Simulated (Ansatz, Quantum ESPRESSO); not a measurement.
# 1T-SiO2, 1 layer: response to a perpendicular field, part 3 of 5

Wanted: polarisability and gap of 1T-SiO2, 1 layer against a perpendicular field.

Quantum ESPRESSO 7.5; plane-wave DFT, PBEsol, GBRV ultrasoft pseudopotentials; geometry and cross-check by Ansatz 0.2.0 with PAW datasets.

So far. Step 3 (SCF with pw.x: no field): The run needed 11 iterations to bring the estimated error under 1e-09 Ry; the largest force on any atom, held or free, is 0.22 eV/Å. Step 4 (Electrostatic potential): The vacuum is flat to 0.1 meV/Å, so its level is well defined. Inside the slab the curve depends on the local part of the pseudopotentials; only the vacuum level has a meaning of its own.

## 5. Band structure: no field

The density is frozen and the levels are solved along a path.

The input, f0.bands.in:

```
&control
  prefix = 'f0.bands'
  outdir = './out'
  pseudo_dir = './pseudo'
  calculation = 'bands'
  tefield = .true.
  dipfield = .true.
/
&system
  ibrav = 0
  nat = 3
  ntyp = 2
  ecutwfc = 40
  ecutrho = 200
  occupations = 'smearing'
  smearing = 'fd'
  degauss = 0.004
  edir = 3
  emaxpos = 0.97
  eopreg = 0.04
  eamp = 0.0
  nbnd = 14
/
&electrons
  conv_thr = 1e-07
  mixing_beta = 0.4
  electron_maxstep = 120
  mixing_mode = 'local-TF'
/
ATOMIC_SPECIES
  O   15.9990  o_pbesol_v1.2.uspp.F.UPF
  Si  28.0850  si_pbesol_v1.uspp.F.UPF
CELL_PARAMETERS angstrom
  2.69797419724083 0.00000000000000 -0.00000000000000
  -1.34898709862042 2.33651419356549 0.00000000000000
  -0.00000000000000 0.00000000000000 18.85903999990000
ATOMIC_POSITIONS crystal
  O   0.666666666667 0.333333333333 0.451438547694
  Si  0.000000000000 0.000000000000 0.500000008457
  O   0.333333333333 0.666666666667 0.548561443849
K_POINTS crystal_b
4
  0.0000000000 0.0000000000 0.0000000000 14
  0.5000000000 0.0000000000 0.0000000000 14
  0.3333333333 0.3333333333 0.0000000000 14
  0.0000000000 0.0000000000 0.0000000000 1
```

Launch:

```sh
$ cp -r out/f0.save out/f0.bands.save
$ cp out/f0.xml out/f0.bands.xml
$ OMP_NUM_THREADS=1 mpirun -n 2 pw.x -nk 2 -in f0.bands.in > f0.bands.out
```

The log of the run:

```text
[banner, memory and clock lines left out]
Program PWSCF v.7.5 starts

          URL

     Presently no symmetry can be used with electric field

     Atomic positions and unit cell read from directory:
     ./out/f0.bands.save/

     G-vector sticks info

     bravais-lattice index     =            0
     lattice parameter (alat)  =       5.0984  a.u.
     unit-cell volume          =     802.2734 (a.u.)^3
     number of atoms/cell      =            3
     number of atomic types    =            2
     number of electrons       =        16.00
     number of Kohn-Sham states=           14
     kinetic-energy cutoff     =      40.0000  Ry
     charge density cutoff     =     200.0000  Ry
     Exchange-correlation= SLA  PW   PSX  PSC
                           (   1   4  10   8   0   0   0)

     celldm(1)=   5.098432  celldm(2)=   0.000000  celldm(3)=   0.000000
     celldm(4)=   0.000000  celldm(5)=   0.000000  celldm(6)=   0.000000

     crystal axes: (cart. coord. in units of alat)
               a(1) = (   1.000000   0.000000  -0.000000 )
               a(2) = (  -0.500000   0.866025   0.000000 )
               a(3) = (  -0.000000   0.000000   6.990074 )

     reciprocal axes: (cart. coord. in units 2 pi/alat)
               b(1) = (  1.000000  0.577350  0.000000 )
               b(2) = ( -0.000000  1.154701 -0.000000 )
               b(3) = (  0.000000  0.000000  0.143060 )

     PseudoPot. # 1 for O  read from file:
     ./pseudo/o_pbesol_v1.2.uspp.F.UPF
     Pseudo is Ultrasoft + core correction, Zval =  6.0
     Generated by new atomic code, or converted to UPF format
     Using radial grid of  737 points,  5 beta functions with:
                l(1) =   0
                l(2) =   0
                l(3) =   1
                l(4) =   1
                l(5) =   2
     Q(r) pseudized with  8 coefficients,  rinner =    0.900   0.900   0.900
                                                       0.900   0.900

     PseudoPot. # 2 for Si read from file:
     ./pseudo/si_pbesol_v1.uspp.F.UPF
     Pseudo is Ultrasoft + core correction, Zval =  4.0
     Generated by new atomic code, or converted to UPF format
     Using radial grid of  899 points,  6 beta functions with:
                l(1) =   0
                l(2) =   0
                l(3) =   1
                l(4) =   1
                l(5) =   2
                l(6) =   2
     Q(r) pseudized with  8 coefficients,  rinner =    0.900   0.900   0.900
                                                       0.900   0.900

     atomic species   valence    mass     pseudopotential
     O                 6.00    15.99900     O ( 1.00)
     Si                4.00    28.08500     Si( 1.00)

     No symmetry found

   Cartesian axes

     site n.     atom                  positions (alat units)
         1        O      tau(   1) = (   0.5000000   0.2886751   3.1555890  )
         2        Si     tau(   2) = (   0.0000000   0.0000000   3.4950372  )
         3        O      tau(   3) = (  -0.0000000   0.5773503   3.8344852  )

     number of k points=    43  Fermi-Dirac smearing, width (Ry)=  0.0040
                       cart. coord. in units 2pi/alat
        k(    1) = (   0.0000000   0.0000000   0.0000000), wk =   0.0465116
        k(    2) = (   0.0357143   0.0206197   0.0000000), wk =   0.0465116
        k(    3) = (   0.0714286   0.0412393   0.0000000), wk =   0.0465116
        k(    4) = (   0.1071429   0.0618590   0.0000000), wk =   0.0465116
        k(    5) = (   0.1428571   0.0824786   0.0000000), wk =   0.0465116
        k(    6) = (   0.1785714   0.1030983   0.0000000), wk =   0.0465116
        k(    7) = (   0.2142857   0.1237179   0.0000000), wk =   0.0465116
        k(    8) = (   0.2500000   0.1443376   0.0000000), wk =   0.0465116
        k(    9) = (   0.2857143   0.1649572   0.0000000), wk =   0.0465116
        k(   10) = (   0.3214286   0.1855769   0.0000000), wk =   0.0465116
        k(   11) = (   0.3571429   0.2061965   0.0000000), wk =   0.0465116
        k(   12) = (   0.3928571   0.2268162   0.0000000), wk =   0.0465116
        k(   13) = (   0.4285714   0.2474358   0.0000000), wk =   0.0465116
        k(   14) = (   0.4642857   0.2680555   0.0000000), wk =   0.0465116
        k(   15) = (   0.5000000   0.2886751   0.0000000), wk =   0.0465116
        k(   16) = (   0.4880952   0.3092948   0.0000000), wk =   0.0465116
        k(   17) = (   0.4761905   0.3299144   0.0000000), wk =   0.0465116
        k(   18) = (   0.4642857   0.3505341   0.0000000), wk =   0.0465116
        k(   19) = (   0.4523810   0.3711537   0.0000000), wk =   0.0465116
        k(   20) = (   0.4404762   0.3917734   0.0000000), wk =   0.0465116
        k(   21) = (   0.4285714   0.4123930   0.0000000), wk =   0.0465116
        k(   22) = (   0.4166667   0.4330127   0.0000000), wk =   0.0465116
        k(   23) = (   0.4047619   0.4536324   0.0000000), wk =   0.0465116
        k(   24) = (   0.3928571   0.4742520   0.0000000), wk =   0.0465116
        k(   25) = (   0.3809524   0.4948717   0.0000000), wk =   0.0465116
        k(   26) = (   0.3690476   0.5154913   0.0000000), wk =   0.0465116
        k(   27) = (   0.3571429   0.5361110   0.0000000), wk =   0.0465116
        k(   28) = (   0.3452381   0.5567306   0.0000000), wk =   0.0465116
        k(   29) = (   0.3333333   0.5773503   0.0000000), wk =   0.0465116
        k(   30) = (   0.3095238   0.5361110   0.0000000), wk =   0.0465116
        k(   31) = (   0.2857143   0.4948717   0.0000000), wk =   0.0465116
        k(   32) = (   0.2619048   0.4536324   0.0000000), wk =   0.0465116
        k(   33) = (   0.2380952   0.4123930   0.0000000), wk =   0.0465116
        k(   34) = (   0.2142857   0.3711537   0.0000000), wk =   0.0465116
        k(   35) = (   0.1904762   0.3299144   0.0000000), wk =   0.0465116
        k(   36) = (   0.1666667   0.2886751   0.0000000), wk =   0.0465116
        k(   37) = (   0.1428571   0.2474358   0.0000000), wk =   0.0465116
        k(   38) = (   0.1190476   0.2061965   0.0000000), wk =   0.0465116
        k(   39) = (   0.0952381   0.1649572   0.0000000), wk =   0.0465116
        k(   40) = (   0.0714286   0.1237179   0.0000000), wk =   0.0465116
        k(   41) = (   0.0476190   0.0824786   0.0000000), wk =   0.0465116
        k(   42) = (   0.0238095   0.0412393   0.0000000), wk =   0.0465116
        k(   43) = (   0.0000000   0.0000000   0.0000000), wk =   0.0465116

     Dense  grid:    38441 G-vectors     FFT dimensions: (  24,  24, 162)

     Smooth grid:    27377 G-vectors     FFT dimensions: (  24,  24, 144)

     The potential is recalculated from file :
     ./out/f0.bands.save/charge-density

     negative rho (up, down):  5.091E-04 0.000E+00

[...]
k = 0.0714 0.0412 0.0000 (  3409 PWs)   bands (ev):

   -26.3203 -22.5770  -9.9249  -7.9584  -7.5550  -6.6364  -6.3283  -5.8426
     1.4570   3.0681   3.1808   3.4151   4.0483   4.7695

          k = 0.1071 0.0619 0.0000 (  3379 PWs)   bands (ev):

   -26.2097 -22.5336  -9.8888  -8.4736  -7.7035  -6.9535  -6.3230  -5.7012
     1.8094   3.2832   3.3560   3.6664   4.2030   4.9341

          k = 0.1429 0.0825 0.0000 (  3383 PWs)   bands (ev):

   -26.0570 -22.4773  -9.8675  -9.0515  -7.8822  -7.3146  -6.3317  -5.5949
     2.2224   3.5216   3.5973   3.9938   4.4161   5.1659

          k = 0.1786 0.1031 0.0000 (  3385 PWs)   bands (ev):

   -25.8646 -22.4129  -9.9611  -9.5826  -8.0762  -7.6589  -6.3576  -5.5309
     2.6453   3.7676   3.8971   4.3029   4.7137   5.4628

          k = 0.2143 0.1237 0.0000 (  3405 PWs)   bands (ev):

   -25.6355 -22.3465 -10.4392  -9.8102  -8.2738  -7.9198  -6.3995  -5.5091
     3.0182   3.9620   4.2501   4.5874   5.1038   5.8183

          k = 0.2500 0.1443 0.0000 (  3427 PWs)   bands (ev):

   -25.3742 -22.2861 -11.0441 -10.0034  -8.4657  -8.0436  -6.4537  -5.5274
     3.2428   4.0904   4.6629   4.9622   5.5402   6.2270

          k = 0.2857 0.1650 0.0000 (  3431 PWs)   bands (ev):

   -25.0862 -22.2406 -11.6294 -10.2766  -8.6446  -8.0277  -6.5150  -5.5834
     3.2394   4.2635   5.1460   5.4346   6.0089   6.6826

          k = 0.3214 0.1856 0.0000 (  3441 PWs)   bands (ev):

   -24.7793 -22.2198 -12.1614 -10.5940  -8.8045  -7.9118  -6.5778  -5.6740
     3.0923   4.4592   5.7028   5.9727   6.5174   7.1596

          k = 0.3571 0.2062 0.0000 (  3447 PWs)   bands (ev):

   -24.4636 -22.2320 -12.6195 -10.9093  -8.9410  -7.7378  -6.6370  -5.7946
     2.9078   4.6192   6.3295   6.5423   7.0603   7.5878

          k = 0.3929 0.2268 0.0000 (  3441 PWs)   bands (ev):

   -24.1541 -22.2817 -12.9882 -11.1880  -9.0506  -7.5367  -6.6879  -5.9381
     2.7371   4.7343   6.9995   7.0399   7.6012   7.9994

          k = 0.4286 0.2474 0.0000 (  3439 PWs)   bands (ev):

   -23.8734 -22.3632 -13.2568 -11.4054  -9.1306  -7.3350  -6.7269  -6.0915
     2.6038   4.8125   7.1894   7.7642   8.2314   8.5911

          k = 0.4643 0.2681 0.0000 (  3438 PWs)   bands (ev):

   -23.6606 -22.4510 -13.4196 -11.5435  -9.1792  -7.1682  -6.7513  -6.2268
     2.5200   4.8596   7.1949   8.5293   8.9421   9.2700

          k = 0.5000 0.2887 0.0000 (  3430 PWs)   bands (ev):

   -23.5765 -22.4924 -13.4740 -11.5908  -9.1956  -7.0974  -6.7597  -6.2867
     2.4915   4.8756   7.1847   9.1225   9.2257   9.8134

          k = 0.4881 0.3093 0.0000 (  3440 PWs)   bands (ev):

   -23.5717 -22.4919 -13.4695 -11.5847  -9.2312  -7.1323  -6.7462  -6.2731
     2.5269   4.9076   7.1938   9.1308   9.2269   9.8181

          k = 0.4762 0.3299 0.0000 (  3432 PWs)   bands (ev):

   -23.5572 -22.4906 -13.4560 -11.5664  -9.3337  -7.2267  -6.7148  -6.2353
     2.6317   5.0023   7.2215   9.1549   9.2300   9.8273

          k = 0.4643 0.3505 0.0000 (  3440 PWs)   bands (ev):

   -23.5331 -22.4889 -13.4342 -11.5363  -9.4913  -7.3658  -6.6769  -6.1815
     2.8002   5.1555   7.2677   9.1926   9.2338   9.8123

          k = 0.4524 0.3712 0.0000 (  3442 PWs)   bands (ev):

   -23.4999 -22.4875 -13.4050 -11.4948  -9.6888  -7.5402  -6.6363  -6.1207
     3.0240   5.3611   7.3328   9.2363   9.2387   9.7289

          k = 0.4405 0.3918 0.0000 (  3456 PWs)   bands (ev):

   -23.4576 -22.4873 -13.3698 -11.4426  -9.9105  -7.7429  -6.5935  -6.0613
     3.2911   5.6111   7.4175   9.2345   9.2826   9.6216

          k = 0.4286 0.4124 0.0000 (  3449 PWs)   bands (ev):

   -23.4069 -22.4894 -13.3307 -11.3810 -10.1416  -7.9671  -6.5478  -6.0089
     3.5871   5.8968   7.5224   9.2226   9.3060   9.5100

          k = 0.4167 0.4330 0.0000 (  3443 PWs)   bands (ev):

   -23.3483 -22.4953 -13.2904 -11.3115 -10.3685  -8.2050  -6.4988  -5.9675
     3.8944   6.2088   7.6481   9.1861   9.2897   9.4216

          k = 0.4048 0.4536 0.0000 (  3433 PWs)   bands (ev):

   -23.2824 -22.5067 -13.2520 -11.2365 -10.5790  -8.4486  -6.4464  -5.9392
     4.1945   6.5380   7.7939   9.1097   9.2301   9.3844

          k = 0.3929 0.4743 0.0000 (  3431 PWs)   bands (ev):

   -23.2101 -22.5252 -13.2193 -11.1599 -10.7615  -8.6886  -6.3906  -5.9253
     4.4683   6.8752   7.9564   9.0080   9.1367   9.3965

          k = 0.3810 0.4949 0.0000 (  3429 PWs)   bands (ev):

   -23.1322 -22.5528 -13.1957 -11.0870 -10.9064  -8.9146  -6.3318  -5.9262
     4.6992   7.2117   8.1264   8.9020   9.0189   9.4503

          k = 0.3690 0.5155 0.0000 (  3419 PWs)   bands (ev):

   -23.0498 -22.5912 -13.1832 -11.0261 -11.0063  -9.1138  -6.2704  -5.9421
     4.8762   7.5394   8.2872   8.8011   8.8829   9.5484

          k = 0.3571 0.5361 0.0000 (  3417 PWs)   bands (ev):

   -22.9640 -22.6423 -13.1811 -11.0578 -10.9882  -9.2712  -6.2070  -5.9728
     4.9960   7.8501   8.4165   8.7116   8.7325   9.6908

          k = 0.3452 0.5567 0.0000 (  3421 PWs)   bands (ev):

   -22.8762 -22.7075 -13.1851 -11.0618 -10.9850  -9.3715  -6.1422  -6.0179
     5.0619   8.1341   8.4834   8.5722   8.6507   9.8645

          k = 0.3333 0.5774 0.0000 (  3405 PWs)   bands (ev):

   -22.7879 -22.7878 -13.1882 -11.0231 -11.0230  -9.4051  -6.0768  -6.0767
     5.0818   8.3286   8.4586   8.4586   8.6404  10.0436

          k = 0.3095 0.5361 0.0000 (  3421 PWs)   bands (ev):

   -22.9962 -22.6152 -13.1604 -11.1939 -10.8449  -9.2906  -6.2320  -5.9471
     5.0210   7.9882   8.3061   8.5811   8.7995   9.6310

          k = 0.2857 0.4949 0.0000 (  3439 PWs)   bands (ev):

   -23.2661 -22.4589 -13.0463 -11.3931 -10.5780  -9.0190  -6.4284  -5.8244
     4.8807   7.5499   8.0441   8.4206   8.9130   9.2130

          k = 0.2619 0.4536 0.0000 (  3443 PWs)   bands (ev):

   -23.5876 -22.3311 -12.8210 -11.5302 -10.2664  -8.6707  -6.6509  -5.7143
     4.7074   7.0641   7.5493   8.2744   8.6541   8.7349

          k = 0.2381 0.4124 0.0000 (  3441 PWs)   bands (ev):

   -23.9451 -22.2415 -12.4821 -11.5593  -9.9454  -8.2899  -6.8789  -5.6216
     4.5292   6.5456   6.9058   7.7970   7.9915   8.2585

          k = 0.2143 0.3712 0.0000 (  3441 PWs)   bands (ev):

   -24.3207 -22.1954 -12.0418 -11.4607  -9.6472  -7.9047  -7.0864  -5.5493
     4.3565   6.0132   6.2247   7.0036   7.2377   7.8739

          k = 0.1905 0.3299 0.0000 (  3429 PWs)   bands (ev):

   -24.6969 -22.1921 -11.5218 -11.2304  -9.4021  -7.5369  -7.2418  -5.4988
     4.1732   5.4847   5.5812   6.2707   6.5450   7.3861

          k = 0.1667 0.2887 0.0000 (  3421 PWs)   bands (ev):

   -25.0586 -22.2254 -10.9564 -10.8763  -9.2268  -7.3161  -7.2051  -5.4704
     3.9207   4.9759   5.0322   5.6469   5.9180   6.8102

          k = 0.1429 0.2474 0.0000 (  3417 PWs)   bands (ev):

   -25.3930 -22.2852 -10.4154 -10.4105  -9.0882  -7.3001  -6.9239  -5.4648
     3.5348   4.5027   4.5799   5.1710   5.3418   6.2438

          k = 0.1190 0.2062 0.0000 (  3399 PWs)   bands (ev):

   -25.6901 -22.3598 -10.0162  -9.8714  -8.8592  -7.2126  -6.7019  -5.4858
     3.0430   4.0784   4.1605   4.7989   4.8301   5.7512

          k = 0.0952 0.1650 0.0000 (  3391 PWs)   bands (ev):

   -25.9424 -22.4376  -9.8721  -9.2745  -8.4456  -7.0771  -6.5401  -5.5412
     2.5151   3.7111   3.7764   4.2851   4.5437   5.3461

          k = 0.0714 0.1237 0.0000 (  3383 PWs)   bands (ev):

   -26.1440 -22.5087  -9.8735  -8.6619  -7.9865  -6.8957  -6.4324  -5.6421
     2.0026   3.3993   3.4598   3.8269   4.2899   5.0337

          k = 0.0476 0.0825 0.0000 (  3389 PWs)   bands (ev):

   -26.2907 -22.5652  -9.9139  -8.0832  -7.6456  -6.6616  -6.3692  -5.7933
     1.5571   3.1321   3.2276   3.4818   4.0899   4.8133

          k = 0.0238 0.0412 0.0000 (  3405 PWs)   bands (ev):

   -26.3798 -22.6012  -9.9491  -7.6175  -7.4693  -6.4377  -6.3438  -5.9670
     1.2443   2.9264   3.0867   3.2890   3.9633   4.6823

          k = 0.0000 0.0000 0.0000 (  3407 PWs)   bands (ev):

   -26.4097 -22.6136  -9.9624  -7.4182  -7.4182  -6.3444  -6.3444  -6.0554
     1.1302   2.8470   3.0395   3.2297   3.9202   4.6388

     XML data file, pseudopotentials, collected wavefunctions

                                        0.00s GPU  (    1371 calls)
[key lines of the parts left out:]
Dipole field          0.0000 Ry au,
```

Wall time 15 s (2 MPI ranks of Arm Neoverse V2, shared host); peak memory 0.13 GiB; 30 s of CPU time.

Numbers from this step:

- valence top, on the run's zero: -5.465 eV
- gap by band count: 6.595 eV

Band numbers count within the set of bands kept for display. The electronic bands at the labelled points (eV, zero at the highest filled level of the SCF mesh; v1 is the highest filled band, c1 the lowest empty one):

| point | v4 | v3 | v2 | v1 | c1 |
| --- | --- | --- | --- | --- | --- |
| Γ | -1.95 | -0.87 | -0.87 | -0.59 | 6.60 |
| M | -3.73 | -1.63 | -1.29 | -0.82 | 7.96 |
| K | -5.55 | -3.93 | -0.61 | -0.61 | 10.55 |
| Γ | -1.95 | -0.87 | -0.87 | -0.59 | 6.60 |

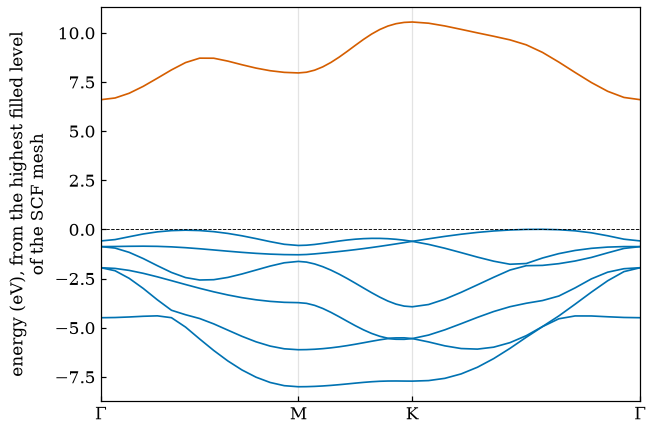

Electronic bands along the path; lines of filled and empty bands in two colours.

Along this path the valence top lies between K and Γ and the conduction bottom at Γ.

## 6. Ground state: field 0.1 V/Å

eamp is the field in Hartree atomic units (1 a.u. = 51.42 V/Å). With dipfield on, it is the field in the vacuum beside an isolated sheet. The run starts from the density of the one before.

The input, f1.in:

```
&control
  prefix = 'f1'
  outdir = './out'
  pseudo_dir = './pseudo'
  calculation = 'scf'
  tprnfor = .true.
  tefield = .true.
  dipfield = .true.
/
&system
  ibrav = 0
  nat = 3
  ntyp = 2
  ecutwfc = 40
  ecutrho = 200
  occupations = 'smearing'
  smearing = 'fd'
  degauss = 0.004
  edir = 3
  emaxpos = 0.97
  eopreg = 0.04
  eamp = 0.00194469
/
&electrons
  conv_thr = 1e-09
  mixing_beta = 0.4
  electron_maxstep = 120
  mixing_mode = 'plain'
  startingpot = 'file'
/
ATOMIC_SPECIES
  O   15.9990  o_pbesol_v1.2.uspp.F.UPF
  Si  28.0850  si_pbesol_v1.uspp.F.UPF
CELL_PARAMETERS angstrom
  2.69797419724083 0.00000000000000 -0.00000000000000
  -1.34898709862042 2.33651419356549 0.00000000000000
  -0.00000000000000 0.00000000000000 18.85903999990000
ATOMIC_POSITIONS crystal
  O   0.666666666667 0.333333333333 0.451438547694
  Si  0.000000000000 0.000000000000 0.500000008457
  O   0.333333333333 0.666666666667 0.548561443849
K_POINTS automatic
  12 12 1 0 0 0
```

Launch:

```sh
$ cp -r out/f0.save out/f1.save
$ OMP_NUM_THREADS=1 mpirun -n 2 pw.x -nk 2 -in f1.in > f1.out
```

The log of the run:

```text
[banner, memory and clock lines left out]
Program PWSCF v.7.5 starts
[...]
number of electrons       =        16.00
     number of Kohn-Sham states=           12
     kinetic-energy cutoff     =      40.0000  Ry
     charge density cutoff     =     200.0000  Ry
[...]
number of k points=    74  Fermi-Dirac smearing, width (Ry)=  0.0040
[...]
Dense  grid:    38441 G-vectors     FFT dimensions: (  24,  24, 162)
[...]
The initial density is read from file :
[...]
negative rho (up, down):  5.091E-04 0.000E+00
[...]
Starting wfcs are   12 randomized atomic wfcs
[...]
negative rho (up, down):  5.091E-04 0.000E+00
[...]
estimated scf accuracy    <       0.00029897 Ry
[...]
negative rho (up, down):  5.092E-04 0.000E+00
[...]
estimated scf accuracy    <       0.00012084 Ry
[...]
negative rho (up, down):  5.092E-04 0.000E+00
[...]
estimated scf accuracy    <       0.00000081 Ry
[...]
negative rho (up, down):  5.091E-04 0.000E+00
[...]
estimated scf accuracy    <       0.00000050 Ry
[...]
negative rho (up, down):  5.091E-04 0.000E+00
[...]
estimated scf accuracy    <       0.00000003 Ry
[...]
negative rho (up, down):  5.091E-04 0.000E+00
[...]
estimated scf accuracy    <       0.00000001 Ry
[...]
negative rho (up, down):  5.090E-04 0.000E+00
[...]
Computed dipole along edir(3) :
        Dipole                0.0179 Ry au,          0.0456 Debye
        Dipole field          0.0003 Ry au,
        E field amplitude [Ha a.u.]:  1.9447E-03
        Potential amp.        0.1138 Ry
        Total length         34.2129 bohr
[...]
the Fermi energy is    -4.0246 ev
!    total energy              =     -74.30029950 Ry
     estimated scf accuracy    <          5.9E-11 Ry
     smearing contrib. (-TS)   =      -0.00000000 Ry
     internal energy E=F+TS    =     -74.30029950 Ry
[...]
one-electron contribution =    -598.68426014 Ry
     hartree contribution      =     303.13940566 Ry
     xc contribution           =     -19.07618459 Ry
     ewald contribution        =     240.32080428 Ry
     electric field correction =      -0.00006471 Ry
     convergence has been achieved in   7 iterations
     negative rho (up, down):  5.090E-04 0.000E+00
[...]
Total force =     0.012663     Total SCF correction =     0.000024
[...]
```

Run time: 24 s. Hardware: 2 MPI ranks; peak memory 0.23 GiB; 48 s of CPU time.

Numbers from this step:

- free energy: -1010.9071 eV
- Fermi energy: -4.025 eV
- dipole along the normal: 0.009494 e·Å
- valence top, on the run's zero: -5.454 eV
- conduction bottom, on the run's zero: 1.144 eV
- gap by band count: 6.598 eV

The dipole goes from 0.0000 to 0.0095 e Å, 0.0949 e Å per V/Å.

## 7. Electrostatic potential

The input, f1.pot.in:

```
&inputpp
  prefix = 'f1'
  outdir = './out'
  filplot = 'f1.pot.dat'
  plot_num = 11
/
```

Launch:

```sh
$ OMP_NUM_THREADS=1 mpirun -n 2 pp.x -in f1.pot.in > f1.pot.out
```

The job ended after 0.88 s (2 MPI ranks; peak memory 0.09 GiB).

Read from the output:

```
slope of the potential above                                          : 0.10000 eV/Å
upper vacuum line continued to the top atoms, over the valence top    : 8.966 eV
slope of the potential below                                          : 0.09998 eV/Å
lower vacuum line continued to the bottom atoms, over the valence top : 9.055 eV
```

The slope in the vacuum is 0.100 eV/Å for an applied 0.10 V/Å, as it should be.

(Part 3 of 5 ends here.)

[Logs are printed without paths, hosts, clocks, repeated set-up lines and the standing remarks that a program may print on its own settings, such as how far it seeks lower states.]

[Hosts, paths, dates, database ids (printed as entryN), source tags and the programs' standing remarks are cut or masked in the printed files.]

[Maps of the electrostatic potential energy from Ansatz leave out the sawtooth potential of an applied field or a dipole correction, so their vacuum need not be flat; planar profiles and work functions include it.]
